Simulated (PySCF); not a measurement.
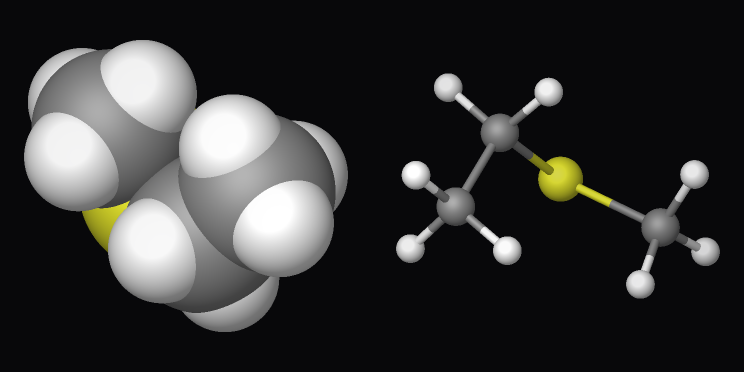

Two views of one molecule. Colours: carbon grey, sulfur yellow, hydrogen white.

Computed geometry: GFN2-xTB optimisation. No frequency run is at hand to confirm it as a minimum.

Describe the molecule.

The molecule is C3H8S. SMILES: `CCSC`. It has no ring. Among its groups: thioether. This geometry has C1 symmetry. Coordination: 3 C tetrahedral; 1 S bent.

The parts below concern this one geometry. Atoms keep their numbers from picture to picture.

Shape

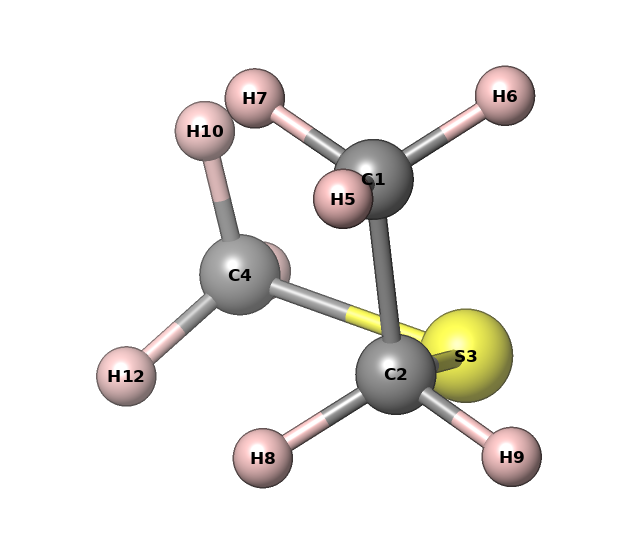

S3 lies behind C2. The molecule seen a little off the C2–S3 bond, C2 in front. Depth is shown by fading: the farther an atom, the more it takes the colour of the background. No frequency run is at hand to confirm it as a minimum.

What is the torsion angle C1–C2–S3–C4? The sign is positive where the front bond must turn clockwise to cover the back bond.

−74°, synclinal (gauche).

NMR shielding

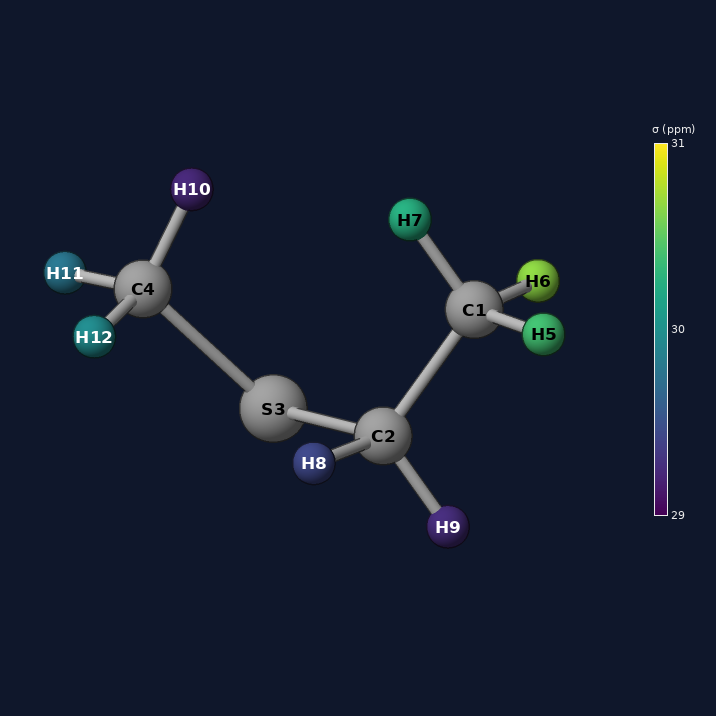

Atoms are coloured by their isotropic NMR shieldings (H only, the others grey). No frequency run is at hand to confirm it as a minimum. Level of theory: GIAO PBE0/pcSseg-1 NMR shielding, non-relativistic, gas phase (PySCF 2.14.0).

Give the isotropic NMR shieldings of the H atoms atom by atom.

| atom | σ (ppm) |
| --- | --- |
| H5 | 30.40 |
| H6 | 30.66 |
| H7 | 30.25 |
| H8 | 29.43 |
| H9 | 29.27 |
| H10 | 29.23 |
| H11 | 29.78 |
| H12 | 29.96 |

Electronic properties

No frequency run is at hand to confirm it as a minimum. Method: PBE0/pcSseg-1, gas phase (PySCF 2.14.0).

What is the HOMO energy (Kohn–Sham orbital)?

−6.25 eV.

Give the LUMO energy (Kohn–Sham orbital) at this level.

1.23 eV.

What is the dipole moment?

1.75 D.

Quadrupole coupling

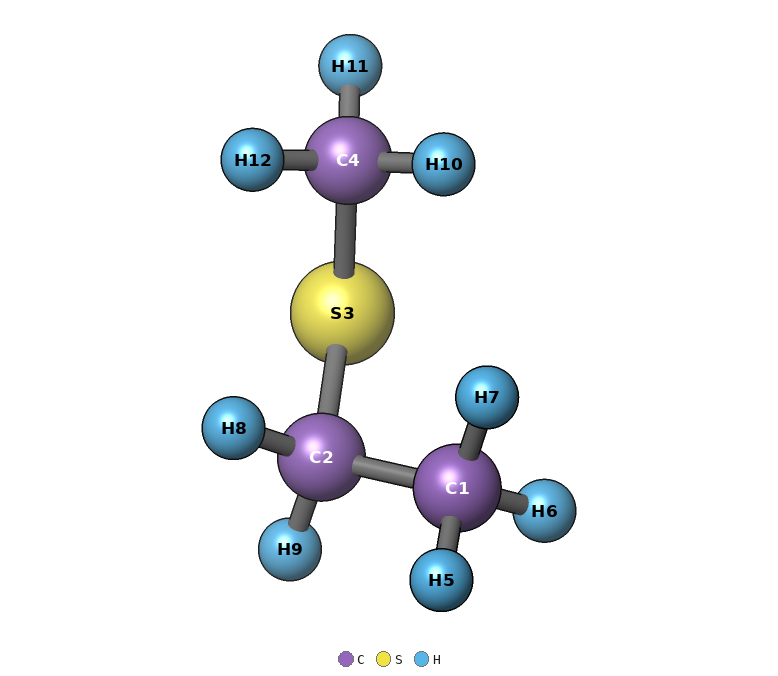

No frequency run is at hand to confirm it as a minimum. Electric field gradients from the ground-state density, PBE0/pcSseg-1 (PySCF 2.14.0), non-relativistic apart from any core potentials.

Give the largest field-gradient component, the quadrupole coupling constant and the asymmetry for 33S at S3 (Q = −67.81 mb), 2H at H5 (Q = 2.86 mb), 2H at H6 (Q = 2.86 mb), 2H at H7 (Q = 2.86 mb), 2H at H8 (Q = 2.86 mb).

```
atom  V_zz (a.u.)  e²qQ/h (MHz)     η
  S3       −3.112          49.6  0.60
  H5        0.314         0.211  0.02
  H6        0.313         0.210  0.03
  H7        0.315         0.212  0.03
  H8        0.305         0.205  0.02
```
